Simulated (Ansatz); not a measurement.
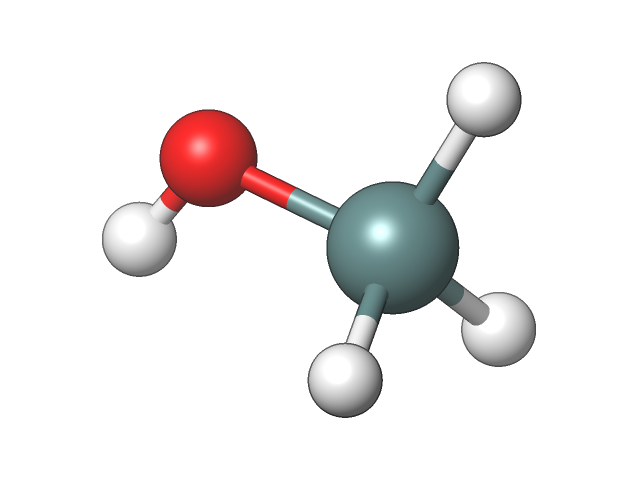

A ball-and-stick model of a molecule. Colours: germanium teal, oxygen red, hydrogen white.

**Which formula does it have?**

GeH₄O, 6 atoms: 1 germanium, 4 hydrogen and 1 oxygen.

**Count the bonded pairs by element.**

3 Ge–H, 1 Ge–O, 1 O–H. Sticks follow a distance rule.

The parts below concern this one geometry. Atoms keep their numbers from picture to picture. The computed structure is the end point of a PBE0-D4/def2-TZVP optimisation.

### Symmetry

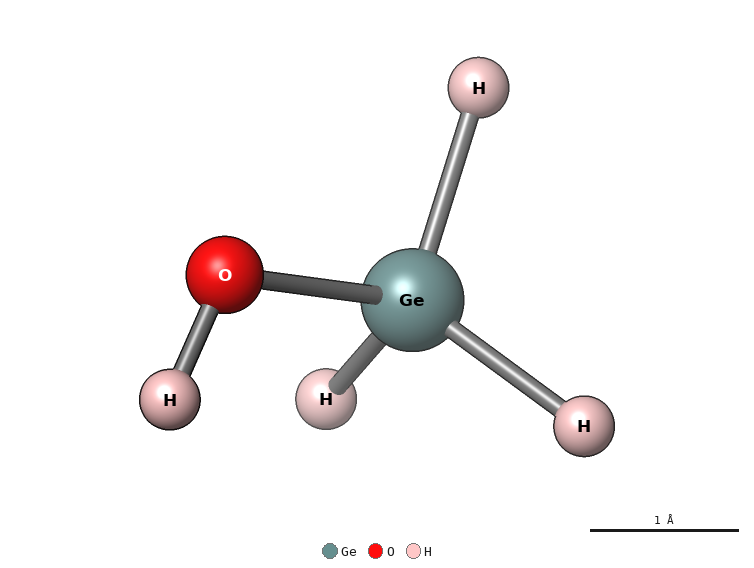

Atoms fade into the background with distance from the viewer. Masses are those of the most abundant isotopes; constants are for the rigid equilibrium geometry.

**Classify the rotor and give the rotational constants (MHz).**

An asymmetric top (Cs): A = 70391, B = 10036, C = 9883 MHz. Ray's parameter κ is −0.99, close to the prolate limit.

### Electronic properties

Level of theory: RKS PBE0-D4/def2-TZVPP (Ansatz 0.2.0).

**What is the HOMO energy (Kohn–Sham orbital)?**

−8.43 eV.

**Estimate the HOMO–LUMO gap.**

8.54 eV.

### Vibrations

Harmonic vibrations computed with RKS PBE0-D4/def2-TZVP (Ansatz 0.2.0) at a stationary point of the same level.

**List the wavenumbers.**

12 modes: 174, 614, 631, 706, 868, 871, 888, 945, 2140, 2143, 2196, 3902 cm⁻¹.

### Dipole moment

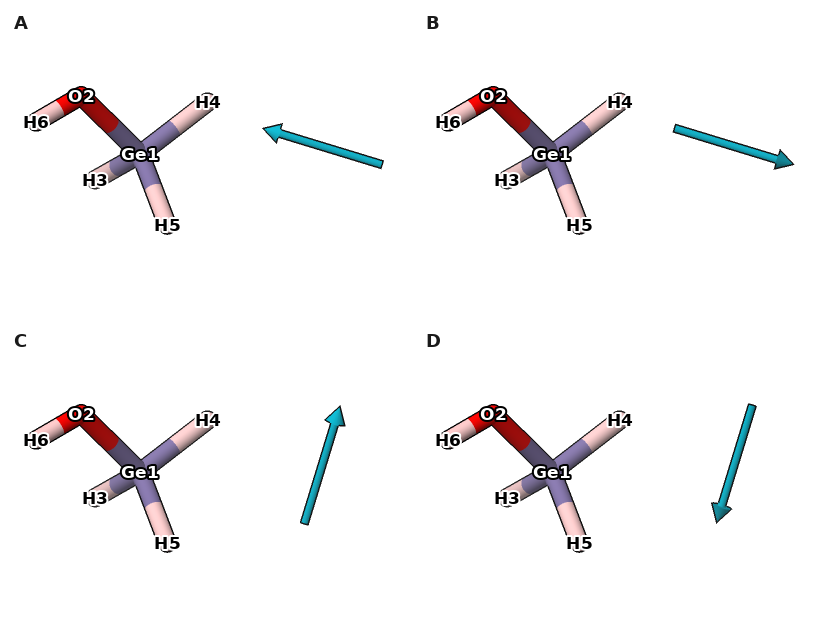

The same molecule four times, each with an arrow. Method: RKS PBE0-D4/def2-TZVP (Ansatz 0.2.0).

**Which arrow points along the dipole moment, from the negative to the positive end?**

D. The dipole moment is 1.48 D; it points from the side of H4 to the side of H3, H5 (the outermost atoms at the two ends).
